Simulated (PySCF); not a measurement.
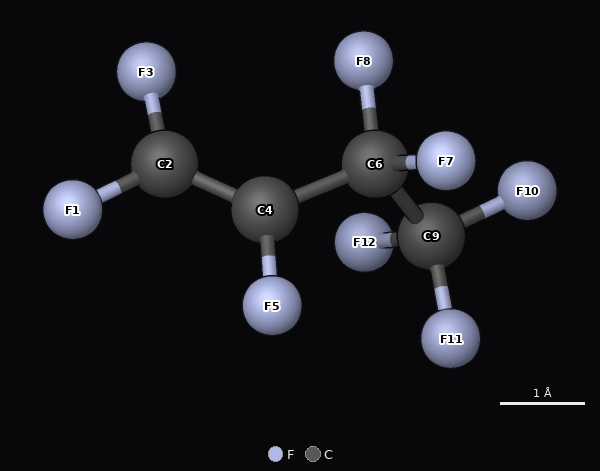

**Figure 1.** The structure (ball-and-stick view, seen at a tilt; atoms are numbered from 1 in the order of the input).

## What a change does: NMR shielding calculation on C4F8

System: C4F8, SMILES FC(F)=C(F)C(F)(F)C(F)(F)F.
Method of run 1: GIAO PBE0/pcSseg-1 NMR shielding, non-relativistic, gas phase (PySCF 2.14.0).

The geometry comes from this level: PBE0-D3(BJ)/def2-SVP. Text and figures count atoms from 1; the logs count them from 0 in places.

**Input, run 1**
```
{"job": {"kind": "nmr", "xc": "PBE0", "basis": "pcSseg-1"}, "charge": 0, "multiplicity": 1}
F     -3.113791    -0.053024    -0.337109
C     -1.955703     0.352718     0.093800
F     -1.984188     1.586575     0.497922
C     -0.877599    -0.436392     0.105733
F     -0.977115    -1.679821    -0.351283
C      0.494393    -0.067711     0.583185
F      0.929038    -0.999038     1.449370
F      0.480559     1.123715     1.195809
C      1.535283     0.013649    -0.557757
F      2.715668     0.363893    -0.074245
F      1.648554    -1.156869    -1.166816
F      1.145230     0.922039    -1.444250
```

The first line tells a small driver script what to run in PySCF; the rest is the geometry in Å.

Command:
```bash
OMP_NUM_THREADS=2 python <driver script> task.json out
```

Hardware: 2 CPU threads, shared host.

**Output (run 1)**
```
coarse grid: 13032 points
cycle   1  E = -949.7294549176  dE =  2.441e+00  |g| = 1.304e+00  |ddm| = 3.310e+00
cycle   2  E = -949.3498974662  dE =  3.796e-01  |g| = 2.082e+00  |ddm| = 1.828e+00
cycle   3  E = -950.0052438816  dE = -6.553e-01  |g| = 1.044e-01  |ddm| = 1.197e+00
cycle   4  E = -950.0059499619  dE = -7.061e-04  |g| = 7.828e-02  |ddm| = 1.092e-01
cycle   5  E = -950.0071035737  dE = -1.154e-03  |g| = 1.512e-02  |ddm| = 5.931e-02
cycle   6  E = -950.0071440347  dE = -4.046e-05  |g| = 5.670e-03  |ddm| = 1.478e-02
cycle   7  E = -950.0071497305  dE = -5.696e-06  |g| = 1.304e-03  |ddm| = 5.204e-03
final grid: 137664 points
cycle   8  E = -950.1250651657  dE = -6.093e-05  |g| = 6.565e-03  |ddm| = 2.527e-02
cycle   9  E = -950.1250570457  dE =  8.120e-06  |g| = 1.007e-02  |ddm| = 1.048e-02
cycle  10  E = -950.1250729599  dE = -1.591e-05  |g| = 5.789e-04  |ddm| = 5.934e-03
cycle  11  E = -950.1250730086  dE = -4.875e-08  |g| = 2.378e-04  |ddm| = 5.439e-04
cycle  12  E = -950.1250730159  dE = -7.277e-09  |g| = 1.134e-04  |ddm| = 2.093e-04
cycle  13  E = -950.1250730183  dE = -2.377e-09  |g| = 1.689e-05  |ddm| = 8.336e-05
cycle  14  E = -950.1250730183  dE = -3.911e-11  |g| = 9.415e-06  |ddm| = 1.930e-05
converged SCF energy = -950.1250730183

GIAO shielding tensors (ppm)
atom      isotropic    diamagn.    paramagn.     s11        s22        s33       span
  0 F      263.540     468.363    -204.822    227.259    270.254    293.108     65.850
  1 C       19.199     249.822    -230.623    -47.005     42.966     61.636    108.641
  2 F      280.515     472.782    -192.267    272.085    279.343    290.115     18.031
  3 C       57.825     253.553    -195.728     20.339     59.195     93.941     73.602
  4 F      380.978     471.320     -90.342    313.468    406.417    423.050    109.581
  5 C       71.867     238.784    -166.918     54.483     77.884     83.232     28.749
  6 F      309.979     471.104    -161.126    228.546    348.704    352.686    124.140
  7 F      327.271     472.493    -145.222    244.681    352.028    385.104    140.423
  8 C       60.284     243.660    -183.376     50.345     63.151     67.358     17.013
  9 F      277.871     468.773    -190.903    205.376    275.999    352.237    146.861
 10 F      270.935     471.825    -200.890    200.260    270.637    341.907    141.647
 11 F      271.436     473.497    -202.060    199.296    269.052    345.960    146.664
```

The input of run 2 differs as follows (lines with − go, lines with + come):
```diff
-"xc": "PBE0"
-"basis": "pcSseg-1"
+"xc": "KT3"
+"basis": "pcSseg-2"
+"pop": false
```

How does run 2 compare with run 1?

The total energies belong to different models, so their difference says nothing on which is more stable or more accurate. The HOMO goes from −8.31 to −6.98 eV. The LUMO goes from −0.68 to −1.65 eV. Of all shieldings, the largest change is that of F5, by −23.1 ppm. The functional changes from PBE0 to KT3. The SCF takes 16 iterations against 14. The basis functions go from 204 to 432.

**Output (run 2)**
```
coarse grid: 13032 points
cycle   1  E = -962.9006902991  dE =  2.401e+00  |g| = 1.692e+00  |ddm| = 2.892e+00
cycle   2  E = -961.4792646240  dE =  1.421e+00  |g| = 3.494e+00  |ddm| = 2.346e+00
cycle   3  E = -963.2996893879  dE = -1.820e+00  |g| = 2.535e-01  |ddm| = 1.779e+00
cycle   4  E = -963.3052302311  dE = -5.541e-03  |g| = 1.966e-01  |ddm| = 3.338e-01
cycle   5  E = -963.3123202275  dE = -7.090e-03  |g| = 5.566e-02  |ddm| = 1.494e-01
cycle   6  E = -963.3129076986  dE = -5.875e-04  |g| = 2.654e-02  |ddm| = 5.912e-02
cycle   7  E = -963.3130489742  dE = -1.413e-04  |g| = 5.085e-03  |ddm| = 2.271e-02
cycle   8  E = -963.3130529100  dE = -3.936e-06  |g| = 1.830e-03  |ddm| = 4.238e-03
final grid: 137664 points
cycle   9  E = -963.2950724958  dE = -6.053e-04  |g| = 5.590e-02  |ddm| = 1.827e-01
cycle  10  E = -963.2939633265  dE =  1.109e-03  |g| = 1.017e-01  |ddm| = 6.594e-02
cycle  11  E = -963.2954768693  dE = -1.514e-03  |g| = 8.727e-03  |ddm| = 4.722e-02
cycle  12  E = -963.2954916982  dE = -1.483e-05  |g| = 2.953e-03  |ddm| = 8.439e-03
cycle  13  E = -963.2954935882  dE = -1.890e-06  |g| = 9.836e-04  |ddm| = 2.756e-03
cycle  14  E = -963.2954937617  dE = -1.735e-07  |g| = 4.788e-04  |ddm| = 9.484e-04
cycle  15  E = -963.2954937987  dE = -3.701e-08  |g| = 4.845e-05  |ddm| = 3.328e-04
cycle  16  E = -963.2954937990  dE = -2.660e-10  |g| = 2.615e-05  |ddm| = 3.916e-05
converged SCF energy = -963.2954937990

GIAO shielding tensors (ppm)
atom      isotropic    diamagn.    paramagn.     s11        s22        s33       span
  0 F      250.264     464.600    -214.335    216.473    258.560    275.759     59.286
  1 C       20.512     253.936    -233.425    -34.531     39.395     56.671     91.202
  2 F      267.239     470.270    -203.031    260.728    267.287    273.702     12.975
  3 C       58.378     257.485    -199.107     21.899     63.137     90.098     68.199
  4 F      357.856     468.267    -110.412    300.109    379.150    394.308     94.199
  5 C       65.679     244.530    -178.851     44.892     72.714     79.430     34.537
  6 F      290.106     468.849    -178.744    212.370    320.771    337.176    124.806
  7 F      305.096     471.207    -166.111    223.874    332.904    358.511    134.637
  8 C       54.377     244.985    -190.608     41.390     59.382     62.359     20.969
  9 F      264.140     465.553    -201.414    193.145    259.140    340.133    146.988
 10 F      257.486     469.185    -211.700    187.670    253.958    330.829    143.158
 11 F      258.270     471.338    -213.068    185.232    251.821    337.757    152.525
```

**The two runs side by side**

```tsv
quantity	run 1	run 2
outcome	converged	converged
total energy (hartree)	−950.125073	−963.295494
HOMO (eV)	−8.31	−6.98
LUMO (eV)	−0.68	−1.65
dipole moment (D)	1.07	1.10
shielding of F1 (ppm)	263.5	250.3
shielding of F3 (ppm)	280.5	267.2
shielding of F5 (ppm)	381.0	357.9
shielding of F7 (ppm)	310.0	290.1
shielding of F8 (ppm)	327.3	305.1
shielding of F10 (ppm)	277.9	264.1
shielding of F11 (ppm)	270.9	257.5
SCF iterations	14	16
basis functions	204	432
wall time (shared host)	29 s	80 s
```
